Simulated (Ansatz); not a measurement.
**A computed series for HfS2: pressure series**

Start from HfS₂ in the CdI2 type structure (space group P-3m1, No. 164; a = 3.606 Å, c = 5.768 Å; layered, stacked along the Cartesian z axis).

Cell and atoms are relaxed at each pressure.

Computed with PBE-D3(BJ), PAW, 420 eV (Ansatz, a quantum-chemistry and plane-wave program; no SOC).

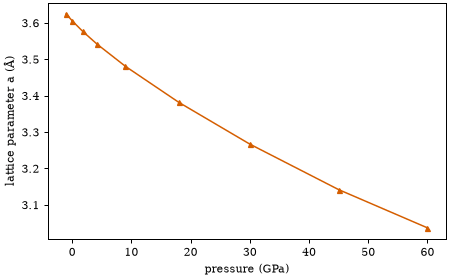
*Lattice parameter a against pressure*

Problem. From the plot, what is the lattice parameter a for pressure 45 GPa?

Solution. About 3.14 Å.

Problem. Is the trend monotonic over the range shown?

Solution. Yes, it falls throughout, spanning 3.037 Å to 3.624 Å.

The mesh was chosen for an insulator and is coarse for the gapless case. Load acts through the strain it causes; cell and atoms are relaxed under it. Whether these cells are dynamically stable was not tested. Competing high-pressure phases were not computed. The final runs are not spin-polarised.
